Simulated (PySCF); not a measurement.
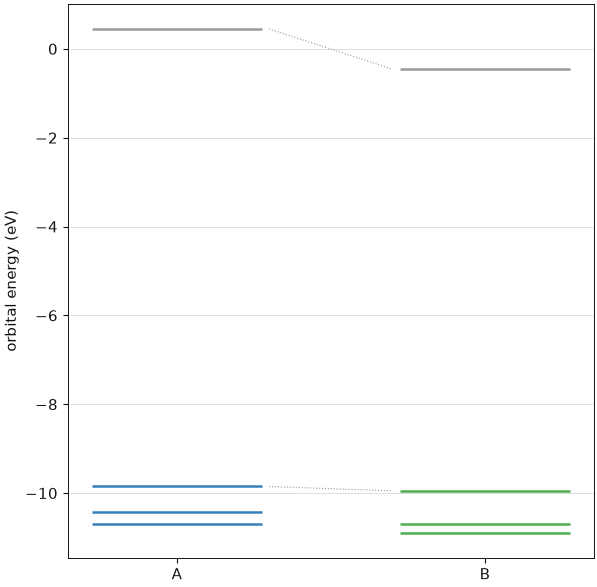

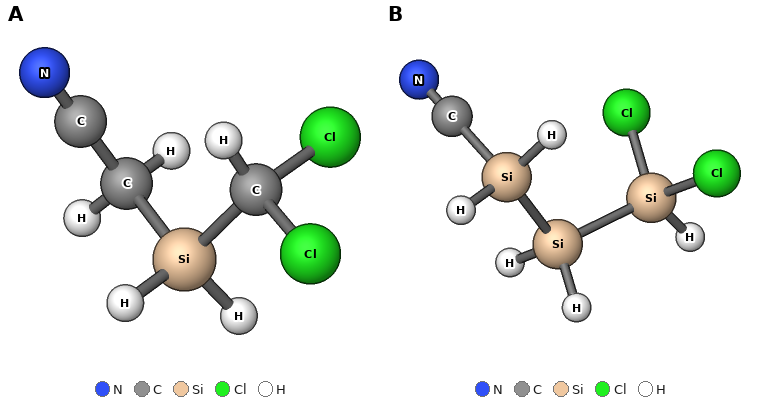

Related molecules: A is C₃H₅Cl₂NSi, SMILES N#CC[SiH2]C(Cl)Cl; B is CH₅Cl₂NSi₃, SMILES N#C[SiH2][SiH2][SiH](Cl)Cl. Frontier orbital energies, CAM-B3LYP/def2-SVPD in PySCF 2.14.0, at a GFN2-xTB geometry (no frequency check); drawn are at most three filled levels and, in grey, the LUMO with any level within 0.03 eV of it; dotted lines join the HOMOs and the LUMOs.

### What does the change do to the frontier levels?

From A to B the HOMO falls by 0.10 eV and the LUMO falls by 0.90 eV, so the separation goes from 10.30 to 9.49 eV.

Limits of at least one run: empty levels above zero depend strongly on the basis; one conformer of a flexible molecule; the tight-binding geometry is rougher than a DFT one and adds to the error.
